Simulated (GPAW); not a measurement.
# O K ELNES/XANES of La2O3 (P-3m1) from DFT, part 3 of 3

How does the O K edge of La2O3 (P-3m1) move when the bonds are compressed or stretched?

GPAW 26.7.0; X-ray absorption from dipole matrix elements to empty bands, plane-wave PAW PBE.

So far. Step 4 (Spectrum with FCH, O atom 3): The hole costs E(hole) − E(ground) = 526.91 eV, and the lowest empty level of the hole cell on the spectrum's mesh lies at 11.97 eV, which puts the zero at 538.88 eV. One term is added: -8.91 eV, since the hole is spin-paired here and a spin-polarised one costs that much less in the free atom (computed apart). The photon energy is then 529.97 eV. The functional and the charged cell's background leave an error of a few eV in such absolute values.

## 7. Supercell without a hole, the energy reference

Level of this step: plane-wave PAW DFT, PBE, self-consistent field (GPAW).

The cell changes for the next run, so it gets a reference energy of its own.

The cell differs from the one that the last finished run ended in (a 6.740 → 6.942 Å, b 6.740 → 6.942 Å, c 7.193 → 7.409 Å).

Input file scf.py:

```python
import numpy as np
from ase import Atoms
from ase.parallel import parprint, paropen
from gpaw import GPAW, PW, FermiDirac, Mixer, MixerDif, setup_paths
from gpaw.test import gen
setup_paths.insert(0, '.')
gen('O', name='nch1s', xcname='PBE', corehole=(1, 0, 0), write_xml=True)
from gpaw.mpi import world
world.barrier()

atoms = Atoms('La6O9',
    cell=[[-6.01180729, 3.47091856, 0],
     [-6.01180729, -3.47091856, 0],
     [4.00787153, 0, 6.23182618]],
    scaled_positions=[[0.41541189, 0.74874523, 0.24623568],
     [0.74874523, 0.08207856, 0.24623568],
     [0.08207856, 0.41541189, 0.24623568],
     [0.25125477, 0.91792144, 0.75376432],
     [0.58458811, 0.25125477, 0.75376432],
     [0.91792144, 0.58458811, 0.75376432],
     [0, 0, 0],
     [0.33333333, 0.33333333, 0],
     [0.66666667, 0.66666667, 0],
     [0.54863022, 0.88196355, 0.64589065],
     [0.88196355, 0.21529688, 0.64589065],
     [0.21529688, 0.54863022, 0.64589065],
     [0.11803645, 0.78470312, 0.35410935],
     [0.45136978, 0.11803645, 0.35410935],
     [0.78470312, 0.45136978, 0.35410935]],
    pbc=True)
atoms.calc = calc = GPAW(legacy_gpaw=True, mode=PW(500, force_complex_dtype=True), xc='PBE', setups={6: 'nch1s'},
    kpts={'size': (3, 3, 3), 'gamma': True}, occupations=FermiDirac(0.02),
    charge=0, mixer=Mixer(0.1, 5, 50), maxiter=150,
    convergence={'density': 0.0001, 'eigenstates': 1e-6}, txt='scf.txt')
energy = atoms.get_potential_energy() + calc.get_reference_energy()
ef = calc.get_fermi_level()
out = dict(energy=energy, fermi=ef, forces=atoms.get_forces().tolist())
parprint(f'all-electron energy {energy:.4f} eV, Fermi level {ef:.4f} eV')
ev = np.array([[calc.get_eigenvalues(k, s) for k in range(len(calc.get_ibz_k_points()))] for s in range(calc.get_number_of_spins())])
out['homo'], out['lumo'], out['counts'] = ev[ev < ef].max(), ev[ev > ef].min(), sorted(set((ev < ef).sum((0, 2)).tolist()))
out['filled'] = (ev[:, 0] < ef).sum(1).tolist()
import json
with paropen('out.json', 'w') as f:
    json.dump(out, f)
```

The run is started by

```console
> OMP_NUM_THREADS=1 mpirun -n 4 gpaw python scf.py
```

Numbers of over 12 decimals in the logs are rounded to 6 here.

The program printed:

```text
Input parameters:
  convergence: {density: 0.0001,
                eigenstates: 1e-06}
  kpts: {gamma: True,
         size: (3, 3, 3)}
  maxiter: 150
  mixer: {backend: pulay,
          beta: 0.1,
          method: separate,
          nmaxold: 5,
          weight: 50}
  mode: {ecut: 500.0,
         force_complex_dtype: True,
         name: pw}
  occupations: {fixmagmom: False,
                name: fermi-dirac,
[...]
2s(2) :    -0.880545     1.081993
*s    :     0.119455
2p(4) :    -0.331818     0.878848
*p    :     0.668182
*d    :     0.000000
--------------------------------

Diagonalizing with gridspacing h=0.050

state   all-electron     PAW
-------------------------------
2s:      -0.880545    -0.881653
2p:      -0.331818    -0.335594
*d:                    0.049820
*f:                    0.077145
-------------------------------
all-electron energy -1405168.6210 eV, Fermi level 8.5974 eV
[key lines of the parts left out:]
Converged after 61 iterations.
Dipole moment: (0.000000, 0.000000, -0.000000) |e|*Ang
Free energy:   -122.213816
Fermi level: 8.59739
```

The job ended after 5.1 min (4 MPI ranks of Intel Xeon Platinum 8259CL at 2.50GHz (Skylake/Cascade Lake), shared host; peak memory 0.42 GiB).

Reference energy: -1405168.621 eV with the cores included.

## 8. Spectrum with FCH, O atom 3

Shorter bonds are expected to push antibonding states and scattering resonances up, and longer ones down; the cell is scaled to test that.

Changed against the first core-hole run: volume scale from 1 to 1.06.

Input file xas.py:

```python
import numpy as np
from ase import Atoms
from ase.parallel import parprint, paropen
from gpaw import GPAW, PW, FermiDirac, Mixer, MixerDif, setup_paths
from gpaw.test import gen
setup_paths.insert(0, '.')
gen('O', name='fch1s', xcname='PBE', corehole=(1, 0, 1), write_xml=True)
from gpaw.mpi import world
world.barrier()

atoms = Atoms('La6O9',
    cell=[[-6.01180729, 3.47091856, 0],
     [-6.01180729, -3.47091856, 0],
     [4.00787153, 0, 6.23182618]],
    scaled_positions=[[0.41541189, 0.74874523, 0.24623568],
     [0.74874523, 0.08207856, 0.24623568],
     [0.08207856, 0.41541189, 0.24623568],
     [0.25125477, 0.91792144, 0.75376432],
     [0.58458811, 0.25125477, 0.75376432],
     [0.91792144, 0.58458811, 0.75376432],
     [0, 0, 0],
     [0.33333333, 0.33333333, 0],
     [0.66666667, 0.66666667, 0],
     [0.54863022, 0.88196355, 0.64589065],
     [0.88196355, 0.21529688, 0.64589065],
     [0.21529688, 0.54863022, 0.64589065],
     [0.11803645, 0.78470312, 0.35410935],
     [0.45136978, 0.11803645, 0.35410935],
     [0.78470312, 0.45136978, 0.35410935]],
    pbc=True)
atoms.calc = calc = GPAW(legacy_gpaw=True, mode=PW(500, force_complex_dtype=True), xc='PBE', setups={6: 'fch1s'},
    kpts={'size': (3, 3, 3), 'gamma': True}, occupations=FermiDirac(0.02),
    charge=0, mixer=Mixer(0.1, 5, 50), maxiter=150,
    convergence={'density': 0.0001, 'eigenstates': 1e-6}, txt='scf.txt')
energy = atoms.get_potential_energy() + calc.get_reference_energy()
ef = calc.get_fermi_level()
out = dict(energy=energy, fermi=ef, forces=atoms.get_forces().tolist())
parprint(f'all-electron energy {energy:.4f} eV, Fermi level {ef:.4f} eV')
ev = np.array([[calc.get_eigenvalues(k, s) for k in range(len(calc.get_ibz_k_points()))] for s in range(calc.get_number_of_spins())])
out['homo'], out['lumo'], out['counts'] = ev[ev < ef].max(), ev[ev > ef].min(), sorted(set((ev < ef).sum((0, 2)).tolist()))
out['filled'] = (ev[:, 0] < ef).sum(1).tolist()

from ase.units import Ha
from gpaw.xas import dipole_matrix_elements
nb = int(calc.get_number_of_electrons() / 2) + 187
top, nb = nb, nb + 8 + nb // 12
nscf = calc.fixed_density(kpts={'size': (4, 4, 4), 'gamma': True}, nbands=nb,
    convergence={'bands': top, 'eigenstates': 5e-3}, maxiter=60, txt='nscf.txt')
cell = atoms.cell.array
ops = [cell.T @ U.T @ np.linalg.inv(cell.T) for U in nscf.wfs.kd.symmetry.op_scc]
filled = [60]  # bands filled in the ground state, by spin
E = np.arange(-6, 34, 0.1)
fwhm = np.interp(E, [4, 25], [0.9, 3.5])
Y, X, zero, highest = 0, 0, 1e9, 1e9
for spin in range(nscf.get_number_of_spins()):
    wfs = nscf.wfs
    mine = wfs.bd.get_slice()  # this rank's bands
    A = dipole_matrix_elements(wfs.setups[6])
    eps = np.zeros((wfs.kd.nibzkpts, nb))
    d = np.zeros((3, A.shape[1], wfs.kd.nibzkpts, nb), complex)
    for kpt in wfs.kpt_u:
        if kpt.s == spin and 6 in kpt.P_ani:
            eps[kpt.k, mine] = kpt.eps_n * Ha
            d[:, :, kpt.k, mine] = (kpt.weight * wfs.nspins / 2) ** 0.5 * np.inner(A, kpt.P_ani[6])
    world.sum(eps)
    world.sum(d)
    T = np.einsum('amkn,bmkn->abkn', d, d.conj()).real
    T = sum(np.einsum('ai,ijkn,bj->abkn', R, T, R) for R in ops) / len(ops)
    empty = np.ones_like(eps, bool) & (np.arange(nb) >= filled[spin])
    zero, highest = min(zero, eps[empty].min()), min(highest, eps[:, top - 1].min())
    lines = [(eps, T, empty)] if spin == 0 else lines + [(eps, T, empty)]
for eps, T, empty in lines:
    f = np.einsum('aakn->akn', T).reshape(3, -1)
    x = eps.ravel() - zero
    w = np.interp(x, E, fwhm) / 2.35482
    g = np.exp(-0.5 * ((E[:, None] - x) / w) ** 2) / (w * (2 * np.pi) ** 0.5)
    Y = Y + (f * empty.ravel()) @ g.T
    X = X + (f * ~empty.ravel()) @ g.T
out.update(E=E.round(2).tolist(), xas=Y.tolist(), xes=X.tolist(), zero=zero, valid=highest - zero, nk=len(eps), nb=nb)
for i in range(0, len(E), 10):
    parprint(f'{E[i]:7.2f}', *(f'{v:10.3e}' for v in Y[:, i]))
import json
with paropen('out.json', 'w') as f:
    json.dump(out, f)
```

The run is started by

```console
> OMP_NUM_THREADS=1 mpirun -n 4 gpaw python xas.py
```

The program printed:

```text
Input parameters:
  convergence: {density: 0.0001,
                eigenstates: 1e-06}
  kpts: {gamma: True,
         size: (3, 3, 3)}
  maxiter: 150
  mixer: {backend: pulay,
          beta: 0.1,
          method: separate,
          nmaxold: 5,
          weight: 50}
  mode: {ecut: 500.0,
         force_complex_dtype: True,
         name: pw}
  occupations: {fixmagmom: False,
                name: fermi-dirac,
[...]
*p    :    -0.062351
*d    :     0.000000
--------------------------------

Diagonalizing with gridspacing h=0.050

state   all-electron     PAW
-------------------------------
2s:      -1.608483    -1.609927
2p:      -1.062351    -1.068630
*d:                   -0.061610
*f:                   -0.013338
-------------------------------
all-electron energy -1404641.0462 eV, Fermi level 8.7172 eV
[...]
32.00  4.441e-05  4.431e-05  5.229e-05
  33.00  4.635e-05  4.617e-05  4.599e-05
[key lines of the parts left out:]
Converged after 37 iterations.
Dipole moment: (-0.000000, 0.000000, -0.000000) |e|*Ang
Free energy:   -149.438131
Fermi level: 8.71718
```

Elapsed: 9.6 min, on 4 MPI ranks; peak memory 0.89 GiB; 39 min of CPU time.

| E (eV) | first run | this run |
| --- | --- | --- |
| -2.0 | 0.00 | 0.00 |
| -1.0 | 0.00 | 0.00 |
| 0.0 | 0.19 | 0.26 |
| 1.0 | 2.33 | 2.69 |
| 2.0 | 2.20 | 1.91 |
| 3.0 | 1.12 | 1.13 |
| 4.0 | 0.97 | 1.14 |
| 5.0 | 1.47 | 1.67 |
| 6.0 | 1.83 | 1.45 |
| 7.0 | 0.78 | 0.52 |
| 8.0 | 0.49 | 0.56 |
| 9.0 | 0.67 | 0.75 |
| 10.0 | 0.72 | 0.59 |
| 11.0 | 0.52 | 0.48 |
| 12.0 | 0.51 | 0.57 |
| 13.0 | 0.65 | 0.74 |
| 14.0 | 0.79 | 0.85 |
| 15.0 | 0.84 | 0.85 |
| 16.0 | 0.82 | 0.79 |
| 17.0 | 0.78 | 0.81 |
| 18.0 | 0.83 | 0.91 |
| 19.0 | 0.92 | 0.96 |
| 20.0 | 0.97 | 0.99 |
| 21.0 | 1.02 | 1.06 |
| 22.0 | 1.08 | 1.14 |
| 23.0 | 1.14 | 1.16 |
| 24.0 | 1.15 | 1.09 |
| 25.0 | 1.09 | 0.99 |
| 26.0 | 1.00 | 0.88 |
| 27.0 | 0.90 | 0.79 |
| 28.0 | 0.80 | 0.75 |

Against the first run the r.m.s. difference is 15 %. A shift of -0.2 eV leaves 8 %. The highest intensity below 16 eV goes from 1.4 eV (3.02) to 1.2 eV (2.90).

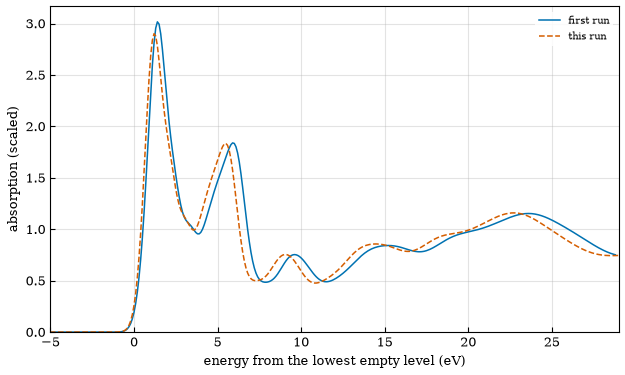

The effect of the change (volume scale from 1 to 1.06).

The photon energy of the zero moves by -0.12 eV.

## 9. Supercell without a hole, the energy reference

The cell changes for the next run, so it gets a reference energy of its own.

The cell differs from the one that the last finished run ended in (a 6.942 → 7.007 Å, b 6.942 → 7.007 Å, c 7.409 → 7.479 Å).

scf.py, as its differences from that of step 7:

```diff
@@ -11,5 +11,5 @@
 atoms = Atoms('La6O9',
-    cell=[[-6.01180729, 3.47091856, 0],
-     [-6.01180729, -3.47091856, 0],
-     [4.00787153, 0, 6.23182618]],
+    cell=[[-6.06799566, 3.50335893, 0],
+     [-6.06799566, -3.50335893, 0],
+     [4.04533044, 0, 6.29007092]],
     scaled_positions=[[0.41541189, 0.74874523, 0.24623568],
```

The run is started by

```console
> OMP_NUM_THREADS=1 mpirun -n 4 gpaw python scf.py
```

The program printed:

```text
Input parameters:
  convergence: {density: 0.0001,
                eigenstates: 1e-06}
  kpts: {gamma: True,
         size: (3, 3, 3)}
  maxiter: 150
  mixer: {backend: pulay,
          beta: 0.1,
          method: separate,
          nmaxold: 5,
          weight: 50}
  mode: {ecut: 500.0,
         force_complex_dtype: True,
         name: pw}
  occupations: {fixmagmom: False,
                name: fermi-dirac,
[...]
2s(2) :    -0.880545     1.081993
*s    :     0.119455
2p(4) :    -0.331818     0.878848
*p    :     0.668182
*d    :     0.000000
--------------------------------

Diagonalizing with gridspacing h=0.050

state   all-electron     PAW
-------------------------------
2s:      -0.880545    -0.881653
2p:      -0.331818    -0.335594
*d:                    0.049820
*f:                    0.077145
-------------------------------
all-electron energy -1405168.3146 eV, Fermi level 8.2110 eV
[key lines of the parts left out:]
Converged after 47 iterations.
Dipole moment: (0.000000, -0.000000, -0.000000) |e|*Ang
Free energy:   -121.907496
Fermi level: 8.21101
```

Elapsed: 4.4 min, on 4 MPI ranks; peak memory 0.44 GiB; 18 min of CPU time.

Reference energy: -1405168.315 eV with the cores included.

## 10. Spectrum with FCH, O atom 3

Shorter bonds are expected to push antibonding states and scattering resonances up, and longer ones down; the cell is scaled to test that.

Changed against the first core-hole run: volume scale from 1 to 1.09.

xas.py, as its differences from that of step 8:

```diff
@@ -11,5 +11,5 @@
 atoms = Atoms('La6O9',
-    cell=[[-6.01180729, 3.47091856, 0],
-     [-6.01180729, -3.47091856, 0],
-     [4.00787153, 0, 6.23182618]],
+    cell=[[-6.06799566, 3.50335893, 0],
+     [-6.06799566, -3.50335893, 0],
+     [4.04533044, 0, 6.29007092]],
     scaled_positions=[[0.41541189, 0.74874523, 0.24623568],
@@ -44,3 +44,3 @@
 from gpaw.xas import dipole_matrix_elements
-nb = int(calc.get_number_of_electrons() / 2) + 187
+nb = int(calc.get_number_of_electrons() / 2) + 192
 top, nb = nb, nb + 8 + nb // 12
```

The run is started by

```console
> OMP_NUM_THREADS=1 mpirun -n 4 gpaw python xas.py
```

The program printed:

```text
Input parameters:
  convergence: {density: 0.0001,
                eigenstates: 1e-06}
  kpts: {gamma: True,
         size: (3, 3, 3)}
  maxiter: 150
  mixer: {backend: pulay,
          beta: 0.1,
          method: separate,
          nmaxold: 5,
          weight: 50}
  mode: {ecut: 500.0,
         force_complex_dtype: True,
         name: pw}
  occupations: {fixmagmom: False,
                name: fermi-dirac,
[...]
*p    :    -0.062351
*d    :     0.000000
--------------------------------

Diagonalizing with gridspacing h=0.050

state   all-electron     PAW
-------------------------------
2s:      -1.608483    -1.609927
2p:      -1.062351    -1.068630
*d:                   -0.061610
*f:                   -0.013338
-------------------------------
all-electron energy -1404640.4331 eV, Fermi level 8.6053 eV
[...]
32.00  4.697e-05  4.700e-05  4.956e-05
  33.00  4.933e-05  4.943e-05  4.245e-05
[key lines of the parts left out:]
Converged after 33 iterations.
Dipole moment: (0.000000, -0.000000, -0.000000) |e|*Ang
Free energy:   -148.824951
Fermi level: 8.60528
```

The job ended after 10 min (4 MPI ranks; peak memory 0.93 GiB; 41 min of CPU time).

```csv
E (eV),first run,this run
-2.0,0.00,0.00
-1.0,0.00,0.00
0.0,0.19,0.30
1.0,2.33,2.76
2.0,2.20,1.85
3.0,1.12,1.12
4.0,0.97,1.23
5.0,1.47,1.76
6.0,1.83,1.14
7.0,0.78,0.51
8.0,0.49,0.62
9.0,0.67,0.75
10.0,0.72,0.53
11.0,0.52,0.49
12.0,0.51,0.61
13.0,0.65,0.79
14.0,0.79,0.86
15.0,0.84,0.84
16.0,0.82,0.79
17.0,0.78,0.84
18.0,0.83,0.93
19.0,0.92,0.96
20.0,0.97,1.01
21.0,1.02,1.09
22.0,1.08,1.16
23.0,1.14,1.14
24.0,1.15,1.05
25.0,1.09,0.94
26.0,1.00,0.83
27.0,0.90,0.77
28.0,0.80,0.75
```

The scaled spectrum changes by 21 % r.m.s. A shift of -0.2 eV leaves 13 %. The highest intensity below 16 eV goes from 1.4 eV (3.02) to 1.1 eV (2.83).

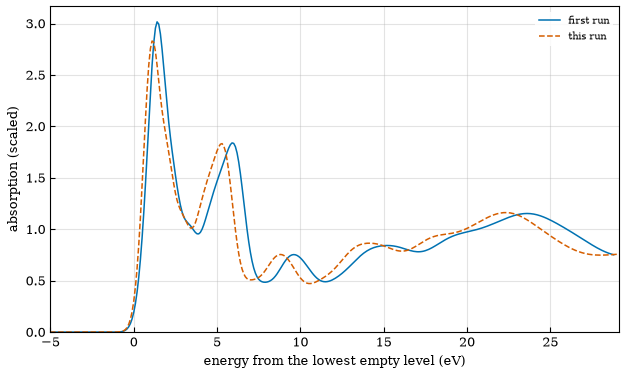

The effect of the change (volume scale from 1 to 1.09).

The photon energy of the zero moves by -0.18 eV.

## 11. The volumes side by side

```csv
volume,nearest distance (Å),shift of the zero (eV),maximum 1 (eV above own zero),maximum 2 (eV above own zero)
0.97,2.696,+0.05,1.5,6.2
1,2.723,+0.00,1.4,5.9
1.06,2.777,-0.12,1.2,5.5
1.09,2.802,-0.18,1.1,5.3
```

The curves, each shifted by its zero's change so that they share one photon-energy axis, counted from the zero at V × 1:

```
E (eV)  V × 0.97  V × 1  V × 1.06  V × 1.09
  -2.0      0.00   0.00      0.00      0.00
  -1.0      0.00   0.00      0.00      0.00
   0.0      0.14   0.19      0.40      0.57
   1.0      1.92   2.33      2.85      2.82
   2.0      2.54   2.20      1.79      1.67
   3.0      1.18   1.12      1.09      1.07
   4.0      0.94   0.97      1.20      1.34
   5.0      1.33   1.47      1.73      1.82
   6.0      1.79   1.83      1.28      0.90
   7.0      1.15   0.78      0.51      0.51
   8.0      0.49   0.49      0.59      0.67
   9.0      0.58   0.67      0.75      0.72
  10.0      0.75   0.72      0.57      0.50
  11.0      0.59   0.52      0.48      0.51
  12.0      0.50   0.51      0.59      0.64
  13.0      0.60   0.65      0.76      0.81
  14.0      0.74   0.79      0.85      0.86
  15.0      0.82   0.84      0.84      0.83
  16.0      0.83   0.82      0.79      0.79
  17.0      0.79   0.78      0.82      0.86
  18.0      0.79   0.83      0.91      0.94
  19.0      0.88   0.92      0.96      0.96
  20.0      0.96   0.97      1.00      1.02
  21.0      1.00   1.02      1.07      1.11
  22.0      1.05   1.08      1.14      1.16
  23.0      1.11   1.14      1.15      1.13
  24.0      1.15   1.15      1.08      1.03
  25.0      1.13   1.09      0.98      0.92
  26.0      1.06   1.00      0.87      0.82
  27.0      0.97   0.90      0.79      0.76
  28.0      0.86   0.80      0.75      0.75
```

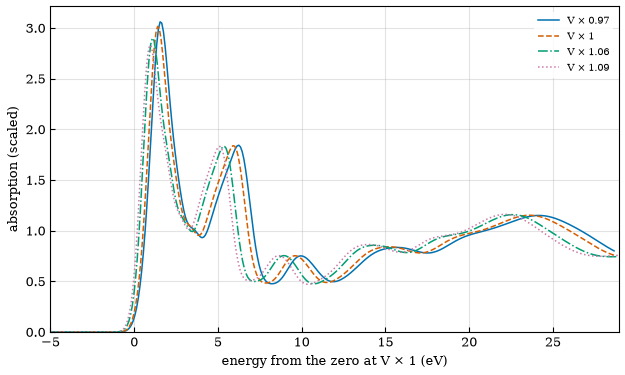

The edge at each volume, on one photon-energy scale.

## 12. Results

```yaml
absorber_and_edge: O K, atom 3 of the ground-state input (counted from 1)
surroundings: 6 La at 2.72 Å (octahedral, site symmetry -3m)
highest_intensity_below_16_ev: 1.4 eV above the zero, height 3.02
photon_energy_of_the_zero_with_the_added_terms: 530.0 eV (raw 538.9 eV; uncertain by a few eV)
```

From V × 0.97 to V × 1.09 the nearest distance grows by 0.107 Å and the zero moves by -0.22 eV. Above their own zero, the maxima move from 1.5 to 1.1 eV and from 6.2 to 5.3 eV. The O K edge of atom 3, with 6 La at 2.72 Å (octahedral, site symmetry -3m), has its highest intensity of the first 16 eV at 1.4 eV above the zero, near 531 eV in photon energy (uncertain by a few eV), 3.0 times the mean level of the first 20 eV (Gaussian full width 0.9 eV up to 4 eV, rising linearly to 3.5 eV at 25 eV). At the O K edge of atom 3 polarisation matters most near 6.2 eV, where the curves differ by 2.0 on this scale. The crystal has 2 inequivalent O sites and not all are shown here, while a measurement adds them all. The mesh is coarse (0.28 Å⁻¹ between points), so small maxima may be mesh ripples. The structure is a computed Materials Project entry and may be a hypothetical form.

[Banner, clock and machine lines of the logs are left out without a mark of their own.]

[Logs are printed without paths, hosts, clocks, repeated set-up lines and the standing remarks that a program may print on its own settings, such as how far it seeks lower states.]

[Hosts, paths, dates, database ids (printed as entryN), source tags and the programs' standing remarks are cut or masked in the printed files.]

[Lists of maxima count a maximum above −3 eV only where it reaches 4 % of the highest in the window and stands out from its surroundings by 2 % of it (1.5 % where it reaches 55 %); shoulders and weaker maxima are passed over, and of the rest the first, up to two pre-edge ones and the few strongest are named.]
